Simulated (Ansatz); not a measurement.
# FGaH2S: single points with varied inputs

Aim: run FGaH2S under a spread of inputs, and see what each costs and gives.

Program: Ansatz 0.2.0, Gaussian basis. Level of theory: the settings change from run to run. These are calculated values, not measurements.

## (1) The geometry

The geometry comes from an earlier relaxation with PBE0-D4 in a triple-zeta def2 set; it is a stationary point.

SMILES `[F][GaH][SH]`, 5 atoms, charge 0, spin multiplicity 1.

Atoms are counted from 1 here; the program's logs count them from 0.

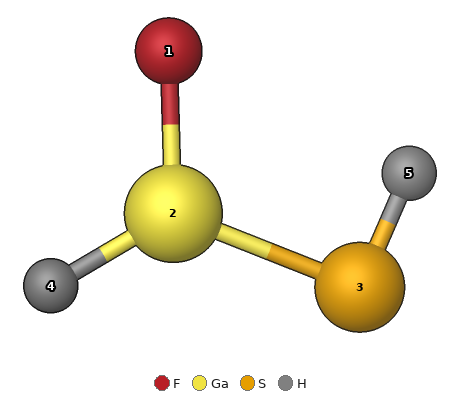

The structure; fluorine red, gallium yellow, sulfur amber, hydrogen grey; atoms are numbered from 1 in the order of the file.

## (2) B3LYP/x2c-TZVPPall

Options: charge +1, multiplicity 2, high accuracy, the search for lower states set to light.

Contents of in.yaml:

```yaml
crystal:
  periodic: [false, false, false]
  atoms:
    - {symbol: F, position_ang: [-1.366219, 0.172983, 1.096359]}
    - {symbol: Ga, position_ang: [-0.381668, -0.506888, -0.188462]}
    - {symbol: S, position_ang: [1.494879, 0.566140, -0.490507]}
    - {symbol: H, position_ang: [-0.908579, -1.744626, -0.951462]}
    - {symbol: H, position_ang: [1.211489, 1.438792, 0.492671]}
basis:
  gaussian: {orbitals: x2c-TZVPPall}
total_charge: 1
magnetization: {spin_polarized: true, initial_magnetization: 1}
hamiltonian: {xc: {name: B3LYP}}
accuracy: high
scf: {lower_state_search: light}
```

On the command line:

```bash
$ ansatz run in.yaml --threads 2 --pin off --events-out ev --progress --plain --max-ram 32768MiB --backend cpu
```

The log of the run:

```text
Functional definition: B3LYP
  name "B3LYP"
  cite "Stephens, Devlin, Chabalowski & Frisch, J. Phys. Chem. 98, 11623 (1994) doi:10.1021/j100096a001"
  cite "Becke, Phys. Rev. A 38, 3098 (1988) doi:10.1103/PhysRevA.38.3098"
  cite "Lee, Yang & Parr, Phys. Rev. B 37, 785 (1988) doi:10.1103/PhysRevB.37.785"
  cite "Vosko, Wilk & Nusair, Can. J. Phys. 58, 1200 (1980) doi:10.1139/p80-159"
  parameter a0 = 0.2
  parameter ax = 0.72
  parameter ac = 0.81
  exchange = (1 - a0 - ax)*slater_x + ax*b88_x + a0*exact_x
  correlation = (1 - ac)*vwn_rpa_c + ac*lyp_c
2385 factors; integrals over basis functions are off by at most 7.1e-9 eV
mean field evaluation 1: about -66496.6961 eV, gradient 6.2e1 eV
mean field evaluation 2: about -66260.4930 eV, gradient 1.8e2 eV
mean field evaluation 4: about -66506.7057 eV, gradient 1.8e1 eV
mean field evaluation 8: about -66507.5296 eV, gradient 2.4e-1 eV
mean field evaluation 16: about -66507.5811 eV, gradient 1.3e-3 eV
mean field evaluation 32: about -66507.5811 eV, gradient 1.6e-7 eV
mean field -66507.58106556 eV, -2444.1085237018 hartree, gradient 2.9e-8 eV, S^2 0.754405; 3 other end points of the search recorded, 0 dependent functions left out
reference -66507.58110097 eV, -2444.1085250029 hartree; 29, 28 occupied and 120, 121 virtual orbitals, 2385 factors
Total energy: -66507.58110097 eV, -2444.1085250029 hartree
Relativity: scalar
```

It took 36 s on 2 threads, shared host; peak memory 0.83 GiB.

⟨S²⟩ 0.754.

## (3) B3LYP5/x2c-TZVPPall

Set apart from the defaults: charge -1, multiplicity 2, coordinates scaled by 0.96, high accuracy.

Contents of in.yaml:

```yaml
crystal:
  periodic: [false, false, false]
  atoms:
    - {symbol: F, position_ang: [-1.311571, 0.166064, 1.052505]}
    - {symbol: Ga, position_ang: [-0.366401, -0.486612, -0.180924]}
    - {symbol: S, position_ang: [1.435084, 0.543494, -0.470886]}
    - {symbol: H, position_ang: [-0.872236, -1.674841, -0.913403]}
    - {symbol: H, position_ang: [1.163029, 1.381240, 0.472964]}
basis:
  gaussian: {orbitals: x2c-TZVPPall}
total_charge: -1
magnetization: {spin_polarized: true, initial_magnetization: 1}
hamiltonian: {xc: {name: B3LYP5}}
accuracy: high
```

The command is unchanged.

The log of the run (excerpt; [...] marks lines left out):

```text
Functional definition: B3LYP5
  name "B3LYP5"
  cite "Stephens, Devlin, Chabalowski & Frisch, J. Phys. Chem. 98, 11623 (1994) doi:10.1021/j100096a001"
  cite "Becke, Phys. Rev. A 38, 3098 (1988) doi:10.1103/PhysRevA.38.3098"
  cite "Lee, Yang & Parr, Phys. Rev. B 37, 785 (1988) doi:10.1103/PhysRevB.37.785"
  cite "Vosko, Wilk & Nusair, Can. J. Phys. 58, 1200 (1980) doi:10.1139/p80-159"
[...]
2403 factors; integrals over basis functions are off by at most 4.0e-9 eV
[...]
mean field -66510.82802938 eV, -2444.2278474214 hartree, gradient 1.9e-8 eV, S^2 0.752701; 4 other end points of the search recorded, 0 dependent functions left out
reference -66510.82806314 eV, -2444.2278486619 hartree; 30, 29 occupied and 119, 120 virtual orbitals, 2403 factors
Total energy: -66510.82806314 eV, -2444.2278486619 hartree
Relativity: scalar
```

Run time: 23 s. Hardware: 2 threads, shared host; peak memory 0.85 GiB.

⟨S²⟩ 0.753.

## (4) PBE/STO-3G

Contents of in.yaml:

```yaml
crystal:
  periodic: [false, false, false]
  atoms:
    - {symbol: F, position_ang: [-1.366219, 0.172983, 1.096359]}
    - {symbol: Ga, position_ang: [-0.381668, -0.506888, -0.188462]}
    - {symbol: S, position_ang: [1.494879, 0.566140, -0.490507]}
    - {symbol: H, position_ang: [-0.908579, -1.744626, -0.951462]}
    - {symbol: H, position_ang: [1.211489, 1.438792, 0.492671]}
basis:
  gaussian: {orbitals: STO-3G}
hamiltonian: {xc: {name: PBE}}
output: {forces: true}
```

Launched as before.

The log of the run (excerpt; [...] marks lines left out):

```text
Functional definition: PBE
  name "PBE"
  cite "Perdew, Burke & Ernzerhof, Phys. Rev. Lett. 77, 3865 (1996) doi:10.1103/PhysRevLett.77.3865"
  parent pbe
[...]
374 factors; integrals over basis functions are off by at most 3.6e-5 eV
[...]
mean field -65171.79846261 eV, -2395.0194184694 hartree, gradient 2.2e-5 eV, S^2 0.000000; 8 other end points of the search recorded, 0 dependent functions left out
[...]
reference -65171.79848010 eV, -2395.0194191122 hartree; 29, 29 occupied and 5, 5 virtual orbitals, 374 factors
Total energy: -65171.79848010 eV, -2395.0194191122 hartree
Atom 0 at    -1.366219     0.172983     1.096359 Å, force     1.780314    -1.131080    -2.234106 eV/Å
Atom 1 at    -0.381668    -0.506888    -0.188462 Å, force    -0.844061    -0.531908     0.092770 eV/Å
Atom 2 at     1.494879     0.566140    -0.490507 Å, force    -1.868758    -1.607932    -0.187920 eV/Å
Atom 3 at    -0.908579    -1.744626    -0.951462 Å, force     0.890783     2.416696     1.583552 eV/Å
Atom 4 at     1.211489     1.438792     0.492671 Å, force     0.041722     0.854224     0.745704 eV/Å
Dipole moment:     0.098221     0.208396     0.122253 e Å
```

Wall time 2.9 s (2 threads, shared host).

Largest force 3.072 eV/Å, dipole 1.25 D.

## (5) PBE0/def2-SVP

Options: multiplicity 3, D3(BJ) with three-body dispersion.

Changes to in.yaml since step 4:

```diff
@@ -9,4 +9,4 @@
 basis:
-  gaussian: {orbitals: STO-3G}
-hamiltonian: {xc: {name: PBE}}
-output: {forces: true}
+  gaussian: {orbitals: def2-SVP}
+magnetization: {spin_polarized: true, initial_magnetization: 2}
+hamiltonian: {xc: {name: PBE0}, dispersion: d3bjatm}
```

Same command.

The log of the run (excerpt; [...] marks lines left out):

```text
Functional definition: PBE0
  name "PBE0"
  cite "Adamo & Barone, J. Chem. Phys. 110, 6158 (1999) doi:10.1063/1.478522"
  cite "Perdew, Burke & Ernzerhof, Phys. Rev. Lett. 77, 3865 (1996) doi:10.1103/PhysRevLett.77.3865"
  parent pbe
[...]
712 factors; integrals over basis functions are off by at most 9.4e-4 eV
[...]
mean field -65933.87514872 eV, -2423.0252201296 hartree, gradient 1.3e-5 eV, S^2 2.010266; 8 other end points of the search recorded, 0 dependent functions left out
reference -65933.87517694 eV, -2423.0252211668 hartree; 30, 28 occupied and 44, 46 virtual orbitals, 712 factors
Total energy: -65933.94607690 eV, -2423.0278266921 hartree
```

Wall time 16 s (2 threads, shared host).

⟨S²⟩ 2.010.

## (6) wPBEh/STO-3G

Set apart from the defaults: atoms shaken by 0.03 Å, density fitting with def2-universal-jkfit, the search for lower states set to full.

Contents of in.yaml:

```yaml
crystal:
  periodic: [false, false, false]
  atoms:
    - {symbol: F, position_ang: [-1.375178, 0.132159, 1.064968]}
    - {symbol: Ga, position_ang: [-0.380530, -0.529587, -0.208848]}
    - {symbol: S, position_ang: [1.519485, 0.500218, -0.503183]}
    - {symbol: H, position_ang: [-0.941280, -1.675559, -0.917119]}
    - {symbol: H, position_ang: [1.224913, 1.408051, 0.512123]}
basis:
  gaussian: {orbitals: STO-3G, fitting: {mean_field: def2-universal-jkfit}}
hamiltonian: {xc: {name: wPBEh}}
scf: {lower_state_search: full}
```

Same command.

The log of the run (excerpt; [...] marks lines left out):

```text
Functional definition: wPBEh
  name "wPBEh"
  cite "Heyd, Scuseria & Ernzerhof, J. Chem. Phys. 118, 8207 (2003) doi:10.1063/1.1564060"
  cite "Krukau, Vydrov, Izmaylov & Scuseria, J. Chem. Phys. 125, 224106 (2006) doi:10.1063/1.2404663"
  cite "Heyd & Scuseria, J. Chem. Phys. 120, 7274 (2004) doi:10.1063/1.1668634"
  cite "Ernzerhof & Perdew, J. Chem. Phys. 109, 3313 (1998) doi:10.1063/1.476928"
  cite "Perdew, Burke & Ernzerhof, Phys. Rev. Lett. 77, 3865 (1996) doi:10.1103/PhysRevLett.77.3865"
  parent pbe
[...]
507 factors; integrals over basis functions are off by at most 1.6e-2 eV
507 factors; integrals over basis functions are off by at most 1.8e-7 eV
[...]
mean field -65178.05953720 eV, -2395.2495087166 hartree, gradient 3.7e-5 eV, S^2 0.000000; 6 other end points of the search recorded, 0 dependent functions left out
reference -65178.05955458 eV, -2395.2495093554 hartree; 29, 29 occupied and 5, 5 virtual orbitals, 507 factors
Total energy: -65178.05955458 eV, -2395.2495093554 hartree
```

Wall time 7 s (2 threads, shared host).

## (7) CCSD/cc-pVDZ

Contents of in.yaml:

```yaml
crystal:
  periodic: [false, false, false]
  atoms:
    - {symbol: F, position_ang: [-1.366219, 0.172983, 1.096359]}
    - {symbol: Ga, position_ang: [-0.381668, -0.506888, -0.188462]}
    - {symbol: S, position_ang: [1.494879, 0.566140, -0.490507]}
    - {symbol: H, position_ang: [-0.908579, -1.744626, -0.951462]}
    - {symbol: H, position_ang: [1.211489, 1.438792, 0.492671]}
basis:
  gaussian: {orbitals: cc-pVDZ}
hamiltonian: {xc: {name: HF}}
correlation: {method: ccsd}
```

The command is unchanged.

The log of the run (excerpt; [...] marks lines left out):

```text
Functional definition: HF
  name "HF"
  cite "Fock, Z. Phys. 61, 126 (1930) doi:10.1007/BF01340294"
  parent pbe
[...]
737 factors; integrals over basis functions are off by at most 6.2e-4 eV
[...]
mean field -65890.58609054 eV, -2421.4343765839 hartree, gradient 1.1e-6 eV, S^2 0.000000; 0 other end points of the search recorded, 0 dependent functions left out
15 core orbitals not correlated: weight in the atoms' cores, before any rotation towards them, 1.000 or more for the frozen orbitals, at most 0.000 for the correlated occupied ones
reference -65890.58609054 eV, -2421.4343765839 hartree; 14, 14 occupied and 40, 40 virtual orbitals, 737 factors
second order -11.01624517 eV of doubles, -0.00000000 eV of singles
cycle   1  -11.35374333 eV  change   -3.4e-1 eV  update   9.0e-2
[...]
cycle   9  -11.73430975 eV  change   -1.8e-5 eV  update   1.8e-5
Total energy: -65902.32040029 eV, -2421.8656045133 hartree
```

Wall time 3.6 s (2 threads, shared host).

T1 0.012.

## (8) CAM-B3LYP/def2-SVP

Options: unrestricted orbitals, atoms shaken by 0.08 Å.

Contents of in.yaml:

```yaml
crystal:
  periodic: [false, false, false]
  atoms:
    - {symbol: F, position_ang: [-1.458029, 0.171233, 1.002178]}
    - {symbol: Ga, position_ang: [-0.465957, -0.501800, -0.211303]}
    - {symbol: S, position_ang: [1.476799, 0.629349, -0.434851]}
    - {symbol: H, position_ang: [-0.957470, -1.608277, -1.044826]}
    - {symbol: H, position_ang: [1.189937, 1.373207, 0.354493]}
basis:
  gaussian: {orbitals: def2-SVP}
magnetization: {spin_polarized: true, initial_magnetization: 0}
hamiltonian: {xc: {name: CAM-B3LYP}}
output: {forces: true}
```

The command is unchanged.

The log of the run (excerpt; [...] marks lines left out):

```text
Functional definition: CAM-B3LYP
  name "CAM-B3LYP"
  cite "Yanai, Tew & Handy, Chem. Phys. Lett. 393, 51 (2004) doi:10.1016/j.cplett.2004.06.011"
  cite "Iikura, Tsuneda, Yanai & Hirao, J. Chem. Phys. 115, 3540 (2001) doi:10.1063/1.1383587"
  cite "Becke, Phys. Rev. A 38, 3098 (1988) doi:10.1103/PhysRevA.38.3098"
  cite "Lee, Yang & Parr, Phys. Rev. B 37, 785 (1988) doi:10.1103/PhysRevB.37.785"
  cite "Vosko, Wilk & Nusair, Can. J. Phys. 58, 1200 (1980) doi:10.1139/p80-159"
[...]
  # Exact exchange under (alpha + beta erf(omega r))/r, Becke's under what is left of 1/r.
[...]
710 factors; integrals over basis functions are off by at most 7.7e-4 eV
203 factors; integrals over basis functions are off by at most 7.8e-6 eV
[...]
mean field -65954.20603137 eV, -2423.7723662865 hartree, gradient 3.3e-5 eV, S^2 0.000000; 0 other end points of the search recorded, 0 dependent functions left out
[...]
reference -65954.20613544 eV, -2423.7723701109 hartree; 29, 29 occupied and 45, 45 virtual orbitals, 710 factors
Total energy: -65954.20613544 eV, -2423.7723701109 hartree
Atom 0 at    -1.458029     0.171233     1.002178 Å, force    -0.748213     0.485854     0.975364 eV/Å
Atom 1 at    -0.465957    -0.501800    -0.211303 Å, force     1.941930     1.092119    -0.402013 eV/Å
Atom 2 at     1.476799     0.629349    -0.434851 Å, force     2.031233    -7.972747    -7.798739 eV/Å
Atom 3 at    -0.957470    -1.608277    -1.044826 Å, force    -0.407353    -1.091458    -0.715997 eV/Å
Atom 4 at     1.189937     1.373207     0.354493 Å, force    -2.817596     7.486232     7.941384 eV/Å
Dipole moment:    -0.000479    -0.177856    -0.129494 e Å
```

Wall time 5.5 s (2 threads, shared host).

Largest force 11.336 eV/Å, dipole 1.06 D, ⟨S²⟩ 0.000.

## (9) B2PLYP/cc-pVTZ-DK

Options: coordinates scaled by 0.92, a point charge of -1.00 e beside it, the search for lower states set to full.

Contents of in.yaml:

```yaml
crystal:
  periodic: [false, false, false]
  atoms:
    - {symbol: F, position_ang: [-1.256922, 0.159144, 1.008650]}
    - {symbol: Ga, position_ang: [-0.351135, -0.466337, -0.173385]}
    - {symbol: S, position_ang: [1.375288, 0.520849, -0.451266]}
    - {symbol: H, position_ang: [-0.835893, -1.605056, -0.875345]}
    - {symbol: H, position_ang: [1.114570, 1.323689, 0.453257]}
basis:
  gaussian: {orbitals: cc-pVTZ-DK, point_charges: [{charge: -1.00, position_ang: [5.862, 0.794, -0.417]}]}
hamiltonian: {xc: {name: B2PLYP}}
scf: {lower_state_search: full}
```

Same command.

The log of the run (excerpt; [...] marks lines left out):

```text
Functional definition: B2PLYP
  name "B2PLYP"
  cite "Grimme, J. Chem. Phys. 124, 034108 (2006) doi:10.1063/1.2148954"
  cite "Becke, Phys. Rev. A 38, 3098 (1988) doi:10.1103/PhysRevA.38.3098"
  cite "Lee, Yang & Parr, Phys. Rev. B 37, 785 (1988) doi:10.1103/PhysRevB.37.785"
[...]
822 factors; integrals over basis functions are off by at most 8.3e-4 eV
[...]
mean field -66494.04611059 eV, -2443.6111232808 hartree, gradient 3.1e-6 eV, S^2 0.000000; 0 other end points of the search recorded, 0 dependent functions left out
15 core orbitals not correlated: weight in the atoms' cores, before any rotation towards them, 1.000 or more for the frozen orbitals, at most 0.000 for the correlated occupied ones
reference -66494.04625234 eV, -2443.6111284901 hartree; 14, 14 occupied and 106, 106 virtual orbitals, 822 factors
second order -19.76745377 eV of doubles, -0.00000000 eV of singles
Total energy: -66499.38346486 eV, -2443.8072674324 hartree
Relativity: scalar
```

Run time: 7 s. Hardware: 2 threads, shared host.

## (10) wPBEh/aug-cc-pVDZ

This run has coordinates scaled by 0.96.

Contents of in.yaml:

```yaml
crystal:
  periodic: [false, false, false]
  atoms:
    - {symbol: F, position_ang: [-1.311571, 0.166064, 1.052505]}
    - {symbol: Ga, position_ang: [-0.366401, -0.486612, -0.180924]}
    - {symbol: S, position_ang: [1.435084, 0.543494, -0.470886]}
    - {symbol: H, position_ang: [-0.872236, -1.674841, -0.913403]}
    - {symbol: H, position_ang: [1.163029, 1.381240, 0.472964]}
basis:
  gaussian: {orbitals: aug-cc-pVDZ}
hamiltonian: {xc: {name: wPBEh}}
```

The command is unchanged.

The log of the run (excerpt; [...] marks lines left out):

```text
Functional definition: wPBEh
  name "wPBEh"
  cite "Heyd, Scuseria & Ernzerhof, J. Chem. Phys. 118, 8207 (2003) doi:10.1063/1.1564060"
  cite "Krukau, Vydrov, Izmaylov & Scuseria, J. Chem. Phys. 125, 224106 (2006) doi:10.1063/1.2404663"
  cite "Heyd & Scuseria, J. Chem. Phys. 120, 7274 (2004) doi:10.1063/1.1668634"
  cite "Ernzerhof & Perdew, J. Chem. Phys. 109, 3313 (1998) doi:10.1063/1.476928"
  cite "Perdew, Burke & Ernzerhof, Phys. Rev. Lett. 77, 3865 (1996) doi:10.1103/PhysRevLett.77.3865"
  parent pbe
[...]
1067 factors; integrals over basis functions are off by at most 8.4e-4 eV
126 factors; integrals over basis functions are off by at most 1.4e-6 eV
[...]
mean field -65951.65513290 eV, -2423.6786224966 hartree, gradient 3.5e-5 eV, S^2 0.000000; 0 other end points of the search recorded, 0 dependent functions left out
reference -65951.65518472 eV, -2423.6786244010 hartree; 29, 29 occupied and 75, 75 virtual orbitals, 1067 factors
Total energy: -65951.65518472 eV, -2423.6786244010 hartree
```

Run time: 5.5 s. Hardware: 2 threads, shared host.

## (11) The runs in one table

```tsv
level	charge	multiplicity	geometry	functions	energy (eV)	time
B3LYP/x2c-TZVPPall	1	2	relaxed	149	-66507.581	36 s
B3LYP5/x2c-TZVPPall	-1	2	scaled	149	-66510.828	23 s
PBE/STO-3G	0	1	relaxed	34	-65171.798	2.9 s
PBE0/def2-SVP	0	3	relaxed	74	-65933.946	16 s
wPBEh/STO-3G	0	1	shaken	34	-65178.060	7 s
CCSD/cc-pVDZ	0	1	relaxed	69	-65902.320	3.6 s
CAM-B3LYP/def2-SVP	0	1	shaken	74	-65954.206	5.5 s
B2PLYP/cc-pVTZ-DK	0	1	scaled, point charge	135	-66499.383	7 s
wPBEh/aug-cc-pVDZ	0	1	scaled	104	-65951.655	5.5 s
```

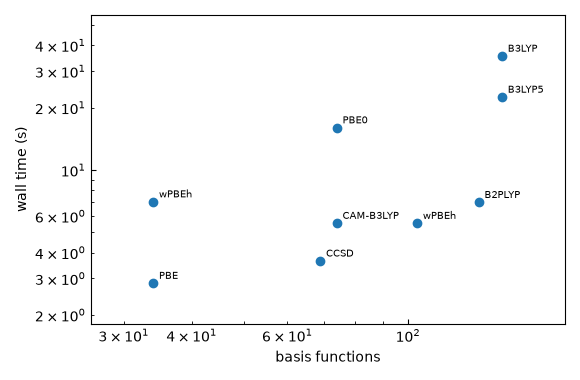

Wall time against the number of basis functions (shared host).

## (12) Results

| quantity | value |
| --- | --- |
| runs | 9 |
| quickest | PBE/STO-3G, 2.9 s |
| slowest | B3LYP/x2c-TZVPPall, 36 s |
| spread of total energies, same state and geometry | 730.5 eV |

What this shows: B3LYP/x2c-TZVPPall took 12 times as long as PBE/STO-3G. The jobs differ in tasks and options as well as level. Total energies at one charge and spin differ by 731 eV between levels, so only differences within one level mean anything. At the PBE0-D4/def2-TZVP geometry and in the same state, runs without warnings or point charges leave forces up to 3.07 eV/Å (PBE/STO-3G), against 11.3 eV/Å where the atoms were moved.
